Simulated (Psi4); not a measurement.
# SiH2F2 (SMILES F[SiH2]F): B2PLYP/aug-cc-pVDZ (density fitting for correlation)

Aim: the vertical ionisation energy of SiH2F2 at B2PLYP/aug-cc-pVDZ (density fitting for correlation), from 2 runs. 

Program for the calculation: Psi4 1.11.

### 1 Starting point

SiH2F2: 5 atoms, total charge 0, spin state singlet. As SMILES, `F[SiH2]F`. The coordinates come from a PBE0-D4/def2-TZVP relaxation.

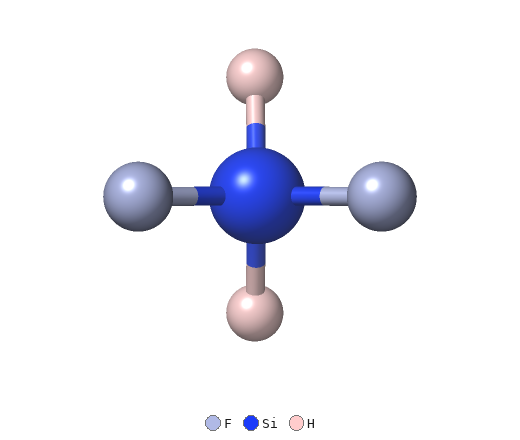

Viewed from a chosen angle; fluorine light blue, silicon blue, hydrogen pink.

### 2 The energy at B2PLYP/aug-cc-pVDZ (density fitting for correlation)

The input, input.dat:

```
memory 1600 MB

molecule {
  0 1
  F     -1.079010     0.538200     0.980720
  Si    -0.005220    -0.000540    -0.054090
  F      1.247630    -0.520590     0.766910
  H     -0.590470    -1.138740    -0.786300
  H      0.427070     1.121680    -0.907250
  units angstrom
  symmetry c1
  no_reorient
  no_com
}

set basis aug-cc-pVDZ
set reference rks
set puream true
set e_convergence 1e-09
set d_convergence 1e-08
set scf_type pk
set dft_radial_points 99
set dft_spherical_points 590
set num_frozen_docc 7

result, w = energy("b2plyp", return_wfn=True)
print_variables()
```

On the command line:

```sh
$ psi4 -n 1 input.dat output.dat
```

output.dat, shortened:

```text
[...]
  Running in c1 symmetry.
[...]
  Nuclear repulsion =  118.741930693433218
[...]
  Multiplicity = 1
[...]
  Nalpha       = 17
  Nbeta        = 17
[...]
    Number of basis functions: 91
[...]
   @RKS iter   1:  -490.01819906077537   -5.34784e-01   5.18082e-03 ADIIS/DIIS
[...]
   @RKS iter  10:  -490.08976046321749    1.19371e-12   4.32249e-09 DIIS
[...]
    Orbital Energies [Eh]
    ---------------------
    Doubly Occupied:
       1A    -67.351149     2A    -25.387700     3A    -25.387698
       4A     -5.730479     5A     -3.986791     6A     -3.984860
       7A     -3.982512     8A     -1.390000     9A     -1.371195
      10A     -0.685862    11A     -0.600473    12A     -0.580009
      13A     -0.576249    14A     -0.539912    15A     -0.525902
      16A     -0.498084    17A     -0.416593
[...]
  @RKS Final Energy:  -490.08976046321749
   => Energetics <=
    Nuclear Repulsion Energy =            118.7419306934332184
    One-Electron Energy =                -917.0545036305439908
    Two-Electron Energy =                 328.6218658925927798
    DFT Exchange-Correlation Energy =     -20.3990534186995127
    Empirical Dispersion Energy =           0.0000000000000000
    VV10 Nonlocal Energy =                  0.0000000000000000
    Total Energy =                       -490.0897604632174875
[...]
 Multipole Moments:
 ------------------------------------------------------------------------------------
     Multipole            Electronic (a.u.)      Nuclear  (a.u.)        Total (a.u.)
 ------------------------------------------------------------------------------------
 L = 1.  Multiply by 2.5417464519 to convert [e a0] to [Debye]
 Dipole X            :         -2.4846756            2.4209281           -0.0637474
 Dipole Y            :         -0.2596195            0.2529776           -0.0066419
 Dipole Z            :        -25.7521067           25.0915189           -0.6605878
 Magnitude           :                                                    0.6636897
[...]
```

Wall time 7.8 s (1 thread of AMD EPYC 9R45 (Zen 5), shared host); peak memory 0.77 GiB.

### 3 The doublet cation at the same level

The input, calc.inp:

```
memory 1600 MB

molecule m {
  1 2
  F     -1.079010     0.538200     0.980720
  Si    -0.005220    -0.000540    -0.054090
  F      1.247630    -0.520590     0.766910
  H     -0.590470    -1.138740    -0.786300
  H      0.427070     1.121680    -0.907250
  symmetry c1
}

set basis aug-cc-pVDZ
set reference uks
set puream true
set e_convergence 1e-09
set d_convergence 1e-08
set scf_type pk
set dft_radial_points 99
set dft_spherical_points 590
set num_frozen_docc 7
set maxiter 100

e, wfn = energy('b2plyp', return_wfn=True)
```

On the command line:

```sh
$ psi4 -n 1 calc.inp calc.out
```

calc.out, shortened:

```text
[...]
  Running in c1 symmetry.
[...]
  Nuclear repulsion =  118.741930693433218
[...]
  Multiplicity = 2
[...]
  Nalpha       = 17
  Nbeta        = 16
[...]
    Number of basis functions: 91
[...]
   @UKS iter   1:  -489.53367740385846   -5.02621e-02   5.06384e-03 DIIS/ADIIS
[...]
   @UKS iter  12:  -489.62089693994108   -1.27329e-11   9.65152e-09 DIIS
[...]
   @S^2 Observed:                7.729433111E-01
[...]
    Orbital Energies [Eh]
    ---------------------
    Alpha Occupied:
       1A    -67.668839     2A    -25.659557     3A    -25.659555
       4A     -6.045914     5A     -4.303167     6A     -4.300133
       7A     -4.298835     8A     -1.653991     9A     -1.634680
      10A     -0.983044    11A     -0.868334    12A     -0.858107
      13A     -0.856439    14A     -0.806283    15A     -0.794727
      16A     -0.781383    17A     -0.767107
    Alpha Virtual:
      18A     -0.203960    19A     -0.198433    20A     -0.165071
      21A     -0.121656    22A     -0.114905    23A     -0.103139
      24A     -0.067033    25A     -0.058888    26A     -0.046720
[...]
  @UKS Final Energy:  -489.62089693994108
   => Energetics <=
    Nuclear Repulsion Energy =            118.7419306934332184
    One-Electron Energy =                -907.3765832490123557
    Two-Electron Energy =                 319.2287306687608179
    DFT Exchange-Correlation Energy =     -20.2149750531227461
    Empirical Dispersion Energy =           0.0000000000000000
    VV10 Nonlocal Energy =                  0.0000000000000000
    Total Energy =                       -489.6208969399410762
[...]
 Multipole Moments:
 ------------------------------------------------------------------------------------
     Multipole            Electronic (a.u.)      Nuclear  (a.u.)        Total (a.u.)
 ------------------------------------------------------------------------------------
 L = 1.  Multiply by 2.5417464519 to convert [e a0] to [Debye]
 Dipole X            :          0.1120945           -0.3127915           -0.2006970
 Dipole Y            :          0.0117026           -0.0326621           -0.0209595
 Dipole Z            :          1.1619206           -3.2418887           -2.0799681
 Magnitude           :                                                    2.0897335
[...]
```

Wall time 13 s (1 thread of AMD EPYC 9R45 (Zen 5), shared host); peak memory 0.78 GiB.

### 4 What came out

At B2PLYP/aug-cc-pVDZ (density fitting for correlation), 7 core orbitals frozen:

```
                                                                quantity          value
                                            singlet SiH2F2: total energy  -490.25584 Eh
                       singlet SiH2F2: HOMO energy (SCF part's orbitals)      -11.34 eV
                       singlet SiH2F2: LUMO energy (SCF part's orbitals)        0.53 eV
                     singlet SiH2F2: HOMO–LUMO gap (SCF part's orbitals)       11.87 eV
                                            doublet cation: total energy  -489.78830 Eh
doublet cation: HOMO energy (SCF part's orbitals) (highest over α and β)      -20.43 eV
 doublet cation: LUMO energy (SCF part's orbitals) (lowest over α and β)      -14.17 eV
                                                    doublet cation: ⟨S²⟩          0.773
                      vertical ionisation energy (to the doublet cation)      12.722 eV
```

What this shows: The vertical ionisation energy comes to 12.72 eV (1228 kJ/mol). −ε(HOMO) before ionisation, 11.34 eV, is 1.39 eV below this ionisation energy.
